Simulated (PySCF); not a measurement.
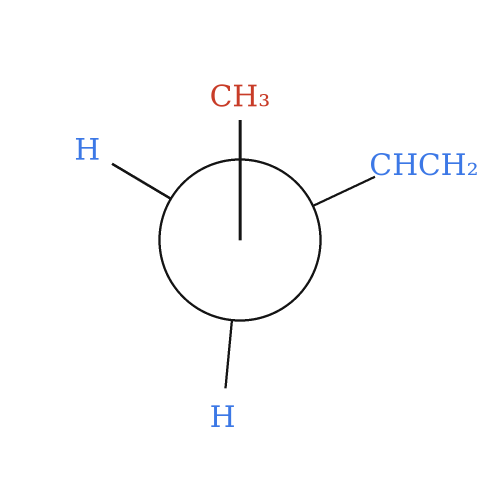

A Newman projection along the Se–C bond, selenium in front; angles are drawn as computed, but eclipsed bonds slightly apart. The computed structure is the end point of a PBE0-D3(BJ)/def2-SVP optimisation. No frequency run is at hand to confirm it as a minimum.

**Which molecule is it?**

C4H8Se, C=CC[Se]C

**What is the torsion angle from the front CH3 to the back CHCH2? The sign is positive where the front bond must turn clockwise to cover the back bond.**

65°, synclinal (gauche).
